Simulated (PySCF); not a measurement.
## Electronic structure of SeO (triplet) in real space

| atom | x (Å) | y (Å) | z (Å) |
| --- | --- | --- | --- |
| Se | 0.0000 | 0.0000 | -0.2780 |
| O | 0.0000 | 0.0000 | 1.3890 |

All numbers below come from PBE0/aug-pcseg-1, non-relativistic, at a bond length of 1.667 Å (PySCF 2.14.0).

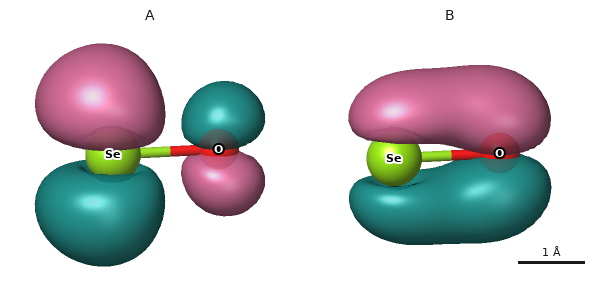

Figure 1. Two frontier α-spin orbitals, each drawn at the value that holds 80 % of its norm (teal and pink are the two phases), in no order; of a degenerate pair one member is drawn.

### Label each orbital by symmetry, say whether it is occupied, and order them by energy.

Orbital B: π, occupied in this spin, −12.06 eV; bonding, with no node between the atoms.
Orbital A: π, occupied in this spin, −7.72 eV; mainly on Se (75 %).

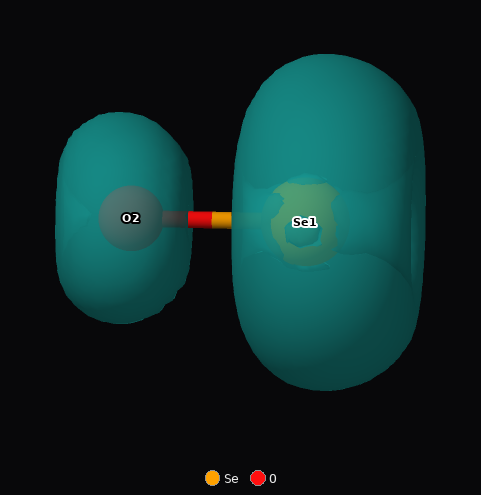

Figure 2. Isosurfaces of the spin density (α minus β) at +0.03 (teal) and −0.03 e/Å³ (pink), seen from one side.

### Which atoms carry the spin?

The unpaired spin (2 electrons) lies mostly on Se1 (about 1.3) and O2 (about 0.7), in electrons by Hirshfeld's partition.

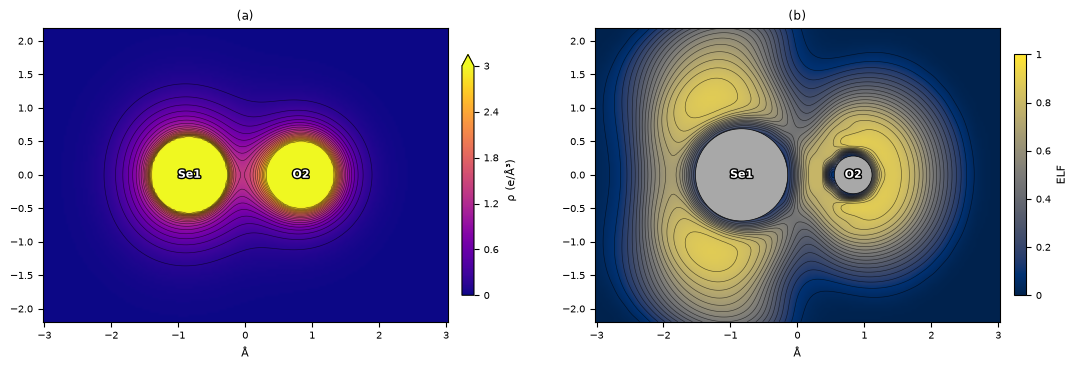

Figure 3. (a) electron density; (b) ELF on a plane that holds the molecular axis. Grey discs cover the atomic cores in the ELF map.

### Interpret the plot.

- The plane passes through Se and O nuclei.
- Se–O (1.67 Å): ρ at the midpoint is about 1.4 e/Å³; the ELF peaks at about 0.80 in the valence shell of O, 0.6 Å from its nucleus, and is about 0.45 at the midpoint.
- The ELF also peaks beside Se1 and O2, away from the bonds: non-bonding electrons, paired or unpaired.

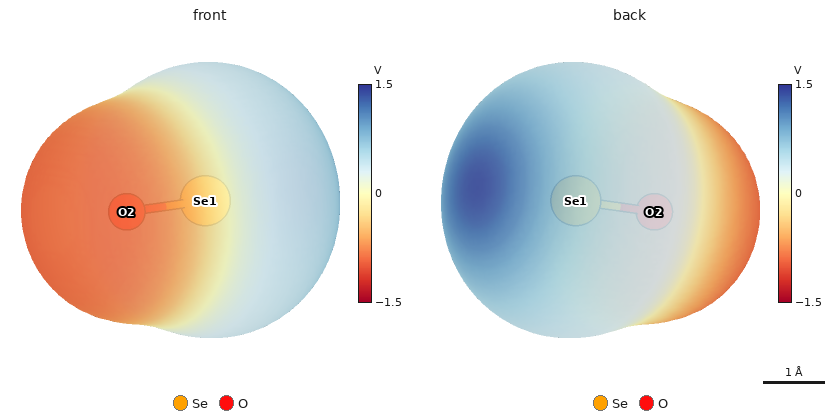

Figure 4. The electrostatic potential painted on the density surface at 0.001 e/bohr³, seen from the front and from behind; red is negative and blue positive.

### Describe the electrostatic potential map.

The most negative region (about −0.9 V) lies over O2, the most positive (about +1.4 V) over Se1.
